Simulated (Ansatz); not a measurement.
Consider CH5ClGeO.

Input file:

```
crystal:
  periodic: [false, false, false]
  atoms:
    - { symbol: Ge, position_ang: [0.0, 0.0, 0.0] }
    - { symbol: C, position_ang: [0.0, 0.0, 1.96] }
    - { symbol: H, position_ang: [-0.9996, -0.3092, 2.3305] }
    - { symbol: H, position_ang: [0.7676, -0.7111, 2.3305] }
    - { symbol: H, position_ang: [0.232, 1.0203, 2.3305] }
    - { symbol: Cl, position_ang: [2.0935, 0.0, -0.7393] }
    - { symbol: H, position_ang: [-0.73, 1.2648, -0.5162] }
    - { symbol: O, position_ang: [-0.8337, -1.4443, -0.5894] }
    - { symbol: H, position_ang: [-1.2883, -1.91, 0.183] }
basis:
  gaussian: { orbitals: def2-SVP }
hamiltonian:
  xc: hf
relax:
  f_tol: 0.02
  max_steps: 40
output:
  orbitals: {}
```

Run with:

```sh
ansatz run input.yaml --threads 1 --pin off --max-ram 2048MiB --backend cpu --events-out ev --progress --plain --runs-dir out
```

The fields are those of the run's last geometry, not of the input's.

Level of theory: Ansatz 0.2.0, RHF/def2-SVP.

Question: What will maps of the electron density and electron localisation function show?

Answer: C–Ge (1.94 Å): the density is about 0.93 e/Å³ at the midpoint; the ELF peaks at about 0.95 in the valence shell of C, 0.6 Å from its nucleus, and is about 0.70 at the midpoint.
Ge–Cl (2.18 Å): the density is about 0.7 e/Å³ at the midpoint, with its minimum of 0.62 e/Å³ about 1.0 Å from Ge; the ELF peaks at about 0.85 in the valence shell of Cl, 0.9 Å from its nucleus, and is about 0.70 at the midpoint.
C–H (1.09 Å): ρ at the midpoint is about 1.9 e/Å³; the ELF climbs to about 1 towards the hydrogen, as it does in any bond to H: an ordinary covalent bond to hydrogen.

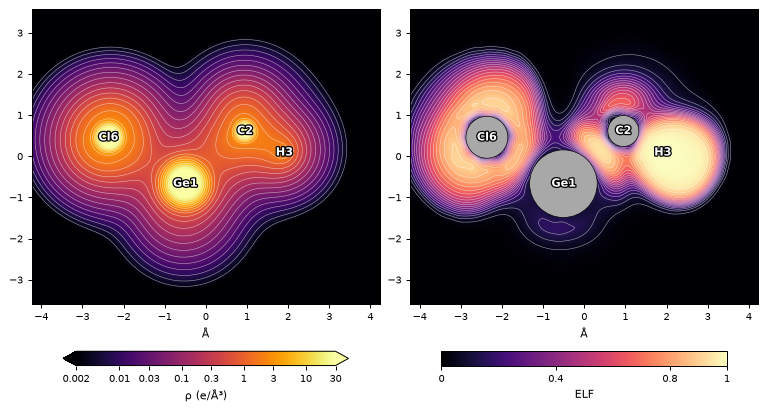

Computed electron density and electron localisation function on the plane of atoms Ge1, C2 and H3, in this order. Grey discs cover the atomic cores in the ELF map. 
